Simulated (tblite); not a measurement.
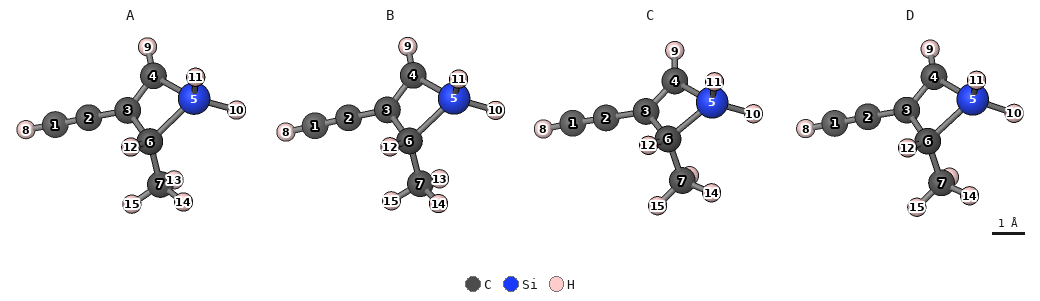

4 geometries from one relaxation of C6H8Si, in shuffled order. A ball-and-stick model, seen at a tilt.

Computed with GFN2-xTB geometry optimisation, gas phase in tblite. 

Order the frames from highest to lowest energy.

Answer. C, D, A, B. They are steps 0, 13, 32, 62, at +0.767 eV, +0.059 eV, +0.017 eV relative to the last. The largest move after the best rigid fit is that of H14, 0.56 Å. By element the largest moves are H 0.56 Å, C 0.18 Å, Si 0.14 Å. Some distances before and after: Si5–C6 1.804 → 1.938 Å, C4–Si5 1.799 → 1.882 Å, C3–C6 1.474 → 1.518 Å, C2–C3 1.445 → 1.401 Å. Bond angles that change, for instance: C4–C3–C6 96.6° → 105.1°, Si5–C6–C7 111.3° → 118.8°, Si5–C4–H9 131.5° → 138.9°. Groups turn about C6–C7 by about 25°. The energy falls by 0.767 eV in 62 geometry steps.
